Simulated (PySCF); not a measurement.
C5H7N2 (SMILES C=CN1[CH]NC=C1) (doublet)

Input

```
{"job": {"kind": "epr", "basis": "pcH-1"}, "charge": 0, "multiplicity": 2}
C      2.405614    -0.654104     0.019765
C      1.455327     0.129699    -0.529754
N      0.143212     0.173446    -0.176259
C     -0.803397     1.051729    -0.710513
N     -2.036580     0.665988    -0.170595
C     -1.807803    -0.258747     0.803782
C     -0.495327    -0.578866     0.798079
H      2.206117    -1.336410     0.824405
H      3.413270    -0.612446    -0.344873
H      1.703644     0.803053    -1.338589
H     -0.745867     1.337608    -1.747190
H     -2.870790     1.215866    -0.265311
H     -2.595510    -0.641379     1.421227
H      0.027412    -1.295910     1.393659
```

Run with:

```sh
OMP_NUM_THREADS=1 python probes_run.py task.json out
```

Geometry: GFN2-xTB.

Theory: PySCF, UKS B3LYP, pcH-1 on C H N, non-relativistic, mean-field spin-orbit, GIAO.

What will maps of the electron density, electron localisation function and spin density show?

Answer. C–C (1.35 Å): the density is about 2.2 e/Å³ at the midpoint; the ELF peaks at about 0.95 between the atoms (localised, covalent bonding).
C–N (1.36 Å): ρ is about 2.3 e/Å³ halfway; the ELF peaks at about 0.95 between the atoms (localised, covalent bonding).
N–H (1.00 Å): the density is about 2.9 e/Å³ at the midpoint; the ELF climbs to about 1 towards the hydrogen, as it does in any bond to H (a covalent bond by its length).
C–N (1.40 Å): ρ is about 2.1 e/Å³ halfway; the ELF peaks at about 0.90 between the atoms (a covalent bond).
The unpaired spin (1 electron) lies mostly on C4 (about 0.4), C1 (about 0.2), N5 (about 0.1) and N3 (about 0.1), in electrons by Hirshfeld's partition.

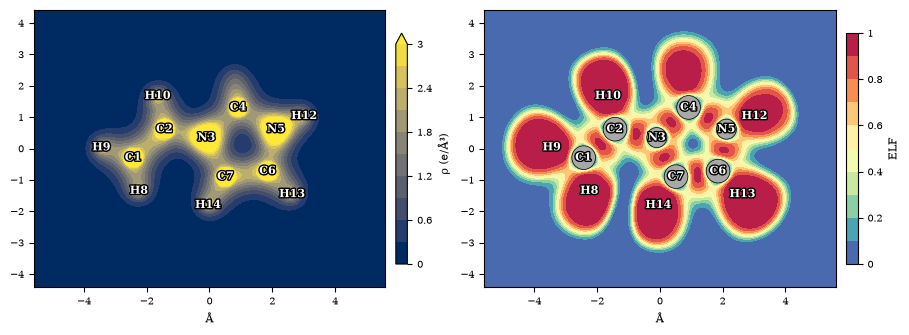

Computed electron density and electron localisation function on the plane of atoms N3, C2 and H10, in this order. Grey discs cover the atomic cores in the ELF map. 
